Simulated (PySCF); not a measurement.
```xyz
12

C    -2.4615   -0.9038   -0.2273
S    -1.5125   -0.3168    1.2084
C     0.0108    0.0623    0.4340
C     1.0910    0.5425    1.0611
Al    2.7162    0.9100    0.0214
Cl    4.4088    1.6363    0.8739
Cl    2.6821    0.5437   -1.9811
H    -3.4446   -1.1818    0.1390
H    -2.5494   -0.1039   -0.9568
H    -1.9677   -1.7695   -0.6595
H     0.0072   -0.1300   -0.6304
H     1.0208    0.7103    2.1326
```

Geometry: GFN2-xTB.

Theory: PySCF, PBE0/pcSseg-1, SCF density, gas phase, non-relativistic.

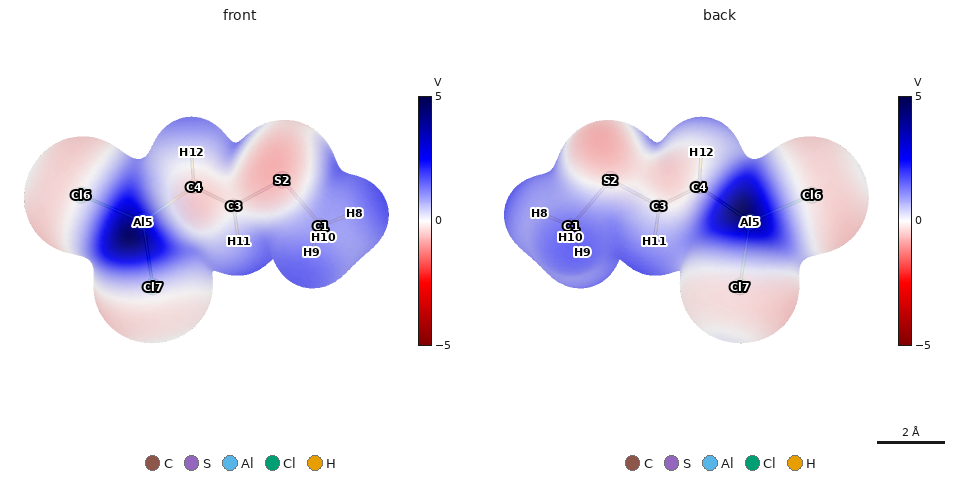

C3H5AlCl2S (SMILES CS/C=[CH]/[Al]([Cl])[Cl]). The electrostatic potential painted on the density surface at 0.004 e/bohr³, seen from the front and from behind; the colour scale runs from red (negative) to blue (positive).

**Describe the electrostatic potential map.**

The most negative region (about −0.7 V, or −16 kcal/mol for a unit charge) lies over S2, the most positive (about +4.5 V, or +104 kcal/mol for a unit charge) over Al5.

**What dipole moment does the calculation give?**

Its dipole moment is 2.86 D.
